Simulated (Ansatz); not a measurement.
Pressure series in HfC

Consider HfC in the rock salt structure (space group Fm-3m, No. 225; a = 4.6515 Å).

Cell and atoms are relaxed at each pressure.

Levels (all Ansatz, an electronic-structure program, PAW): PBE (420 eV, no spin-orbit coupling); r2SCAN (500 eV, scalar-relativistic without spin-orbit coupling).

The base cell above is that of PBE; each level relaxes its own structures.

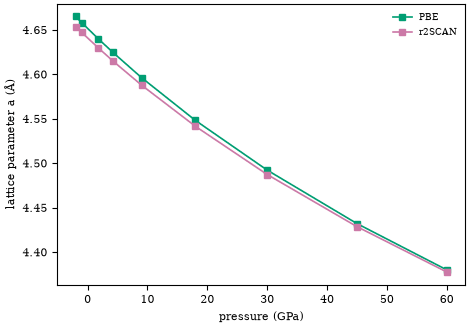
Fig. 1. Lattice parameter a under two levels

Problem. How do the two levels compare along the series?

Solution. PBE lies above r2SCAN in every row, by 0.002 Å to 0.011 Å. They put the cases in the same order.

Load acts through the strain it causes; cell and atoms are relaxed under it. No phonon test of stability was made. Competing high-pressure phases were not computed. The final runs are not spin-polarised.
